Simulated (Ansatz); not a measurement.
Start from GaP in the zinc blende structure (space group F-43m, No. 216; a = 5.506 Å).

It is then changed as follows: a fraction x = 0.333 of the Ga sites is given to In, ordered in a cell of 6 atoms (starting symmetry I-4m2) and fully relaxed.

Calculations: PBE/PAW in Ansatz (a program for electronic structure), without spin-orbit coupling.

The zone is the changed cell's own and can be folded.

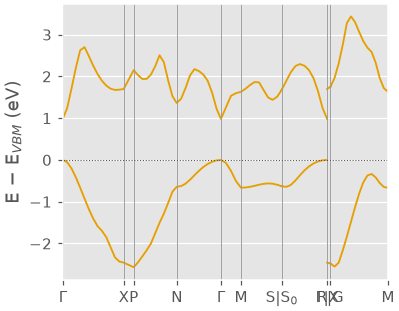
Fig. 1. Highest valence and lowest conduction band along the path of the changed cell's own zone

The gap is 0.98 eV, direct at Γ; the base has 1.58 eV.

Each cell is one ordered arrangement of few atoms, which overstates ordering effects compared with a random alloy. Stability against distortions was not tested. The real GaP has an indirect gap at ambient pressure; PBE orders its close-lying valleys differently. Labels are those of the standard path for the cell's own space group.
